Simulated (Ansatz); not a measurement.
**C$_{2}$H$_{8}$AlFSi (SMILES C[SiH2][CH2][AlH][F]): density, localisation and related maps**

Input

```
crystal:
  periodic: [false, false, false]
  atoms:
    - {symbol: C, position_ang: [-1.400227, 1.754329, -0.759802]}
    - {symbol: C, position_ang: [0.963563, 0.547243, 0.909485]}
    - {symbol: Al, position_ang: [1.558954, -0.438512, 2.470333]}
    - {symbol: F, position_ang: [2.019892, 0.422467, 3.827984]}
    - {symbol: Si, position_ang: [-0.900626, 0.818332, 0.797640]}
    - {symbol: H, position_ang: [-1.092313, 1.202247, -1.662462]}
    - {symbol: H, position_ang: [-2.491844, 1.898340, -0.802269]}
    - {symbol: H, position_ang: [-0.922687, 2.747075, -0.787472]}
    - {symbol: H, position_ang: [-1.586936, -0.512119, 0.823328]}
    - {symbol: H, position_ang: [-1.357801, 1.570877, 2.007159]}
    - {symbol: H, position_ang: [1.455712, 1.536490, 0.896830]}
    - {symbol: H, position_ang: [1.279339, 0.000373, 0.001751]}
    - {symbol: H, position_ang: [1.656649, -2.008008, 2.590296]}
basis:
  gaussian:
    orbitals: def2-SVPD
hamiltonian:
  xc: pbe0
output:
  forces: true
  orbitals: {seedname: orbitals}
```

Run with:

```sh
ansatz run input.yaml --threads 2 --pin off --max-ram 4350MiB --events-out events.jsonl --progress --plain --runs-dir runs
```

Geometry: B3LYP-D3(BJ)/def2-SVP.

Computed with isolated molecule in a Gaussian basis; Kohn-Sham density functional theory, functional PBE0 in Ansatz.

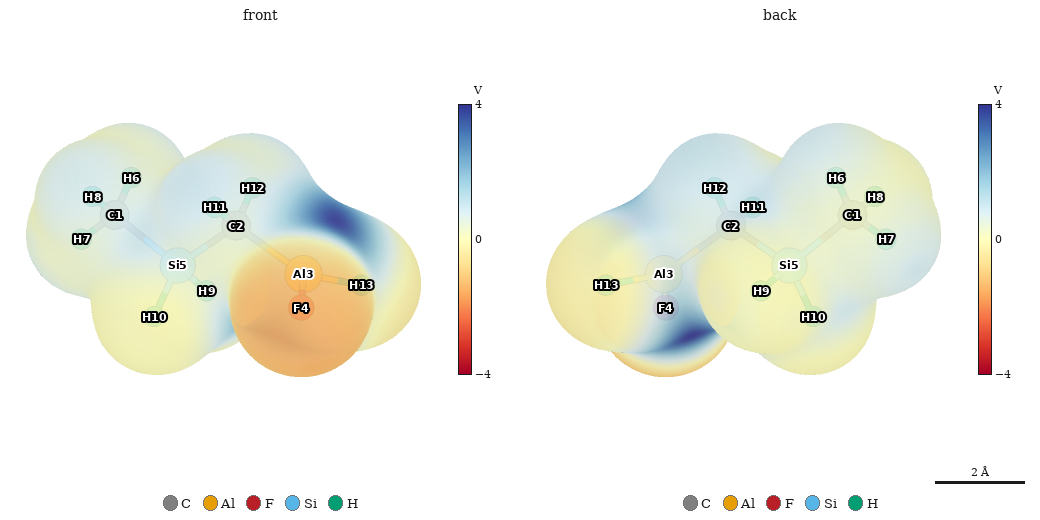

Figure 1. The molecular electrostatic potential painted on the density surface at 0.002 e/bohr³, seen from the front and from behind; red is negative and blue positive.

Question: Where is the surface potential most negative and most positive?

Answer: The most negative region (about −1.5 V, or −35 kcal/mol for a unit charge) lies over F4, the most positive (about +3.7 V, or +85 kcal/mol for a unit charge) over Al3.

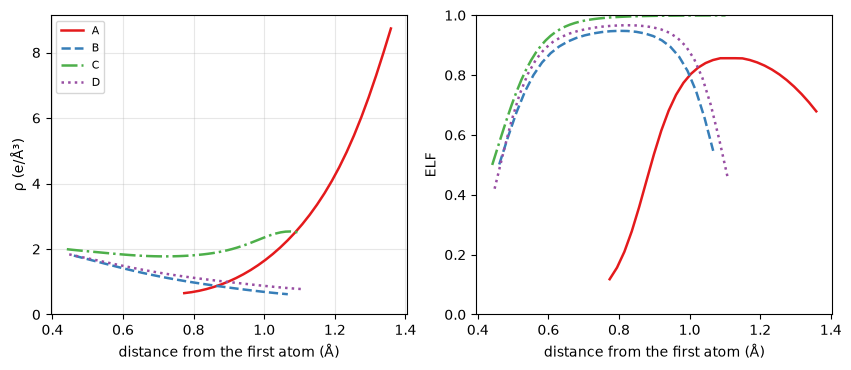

Figure 2. Total electron density and electron localisation function along straight lines between neighbouring atoms. The curves leave out the atomic cores.

Question: Which curve belongs to which contact (Al–F, C–Al, C–H and C–Si)? The first atom named is at distance zero.

Answer: Curve A: Al–F (1.67 Å): ρ at the midpoint is about 0.78 e/Å³; the ELF peaks at about 0.85 in the valence shell of F, 0.6 Å from its nucleus, and is about 0.30 at the midpoint. Curve B: C–Al (1.94 Å): ρ at the midpoint is about 0.73 e/Å³; the ELF peaks at about 0.95 between the atoms: a shared but strongly polarised pair. Curve C: C–H (1.10 Å): ρ at the midpoint is about 1.9 e/Å³; the ELF climbs to about 1 towards the hydrogen, as it does in any bond to H (a covalent bond by its length). Curve D: C–Si (1.88 Å): the density is about 0.94 e/Å³ at the midpoint; the ELF peaks at about 0.95 between the atoms, as expected for a shared electron pair.

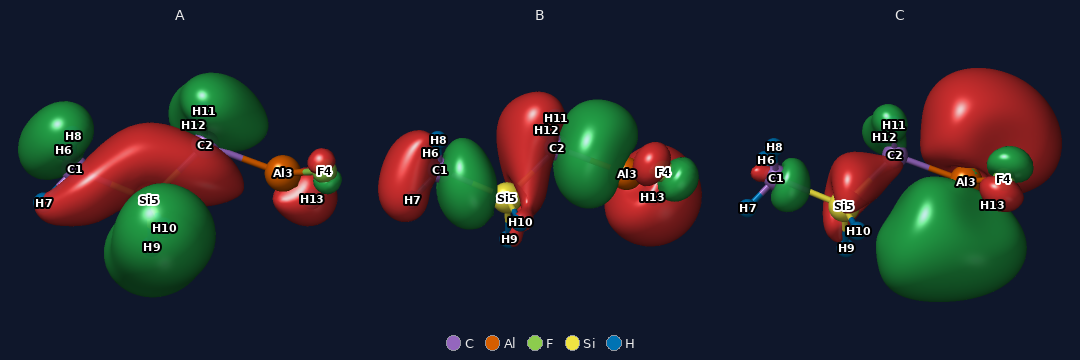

Figure 3. Three frontier orbitals at ±0.06 Å⁻³ᐟ² (green and red are the two phases), in no order.

Question: Which picture is the HOMO−1, the HOMO and the LUMO?

Answer: A is the HOMO−1 (−9.13 eV). Its weight (Hirshfeld) is mainly on Si5 (about 30 %), C2 (about 20 %), C1 (about 15 %), H10 (about 15 %) and H9 (about 10 %). B is the HOMO (−8.16 eV). Its weight (Hirshfeld) is mainly on C2 (about 30 %), Al3 (about 20 %), H13 (about 15 %), C1 (about 10 %) and Si5 (about 10 %). C is the LUMO (−1.00 eV). By Hirshfeld shares it lies mainly on Al3 (about 70 %), Si5 (about 10 %) and H13 (about 5 %).

Question: What is the HOMO–LUMO gap?

Answer: 7.16 eV between the orbital energies.
